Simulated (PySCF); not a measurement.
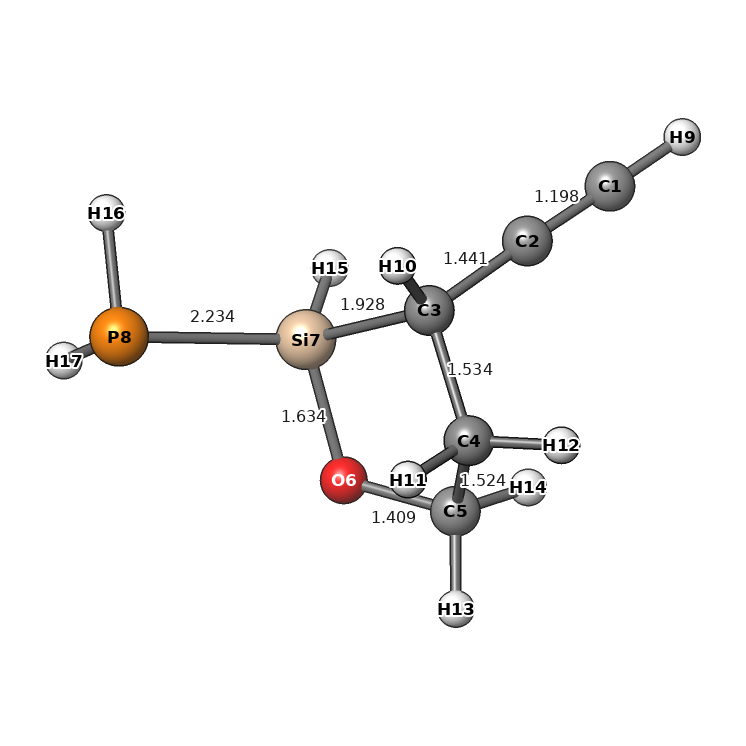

Bond lengths are marked in Å; every bond is drawn as one stick. The geometry was computed by an optimisation with GFN2-xTB. No frequency run is at hand to confirm it as a minimum.

Question: Assign a bond order to each marked bond.

Answer: C1–C2 triple; C2–C3 single; C3–C4 single; C3–Si7 single; C4–C5 single; C5–O6 single; O6–Si7 single; Si7–P8 single.

Question: Write the SMILES.

Answer: C#C[C@@H]1CCO[Si@H]1P
